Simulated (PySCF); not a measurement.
SMILES FC(F)(F)[SiH2][SiH3] at its GFN2-xTB optimised geometry (Å):

```
11

F      0.8276    -1.7366     1.0789
C      1.2020    -1.0111     0.0000
F      2.5479    -1.0111     0.0000
F      0.8273    -1.7376    -1.0773
Si     0.4098     0.7694     0.0000
Si    -1.8849     0.4401     0.0337
H      1.0302     1.3574    -1.1908
H      1.0602     1.3715     1.1671
H     -2.5479     1.7376    -0.1243
H     -2.3272    -0.4347    -1.0545
H     -2.3285    -0.1430     1.3023
```

Method: PySCF 2.14.0 with CAM-B3LYP/def2-TZVP.

Map of the Laplacian of the electron density (e/bohr⁵), clipped to [-1.50, 1.50] on the plane z = 0.6 Å:

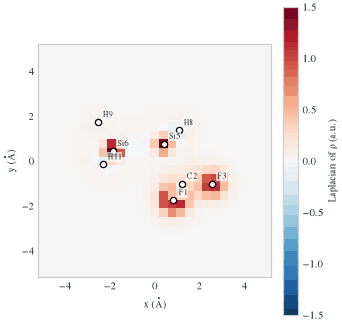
Fig. 1. Laplacian of the electron density (e/bohr⁵), clipped to [-1.50, 1.50] on the plane z = 0.6 Å.
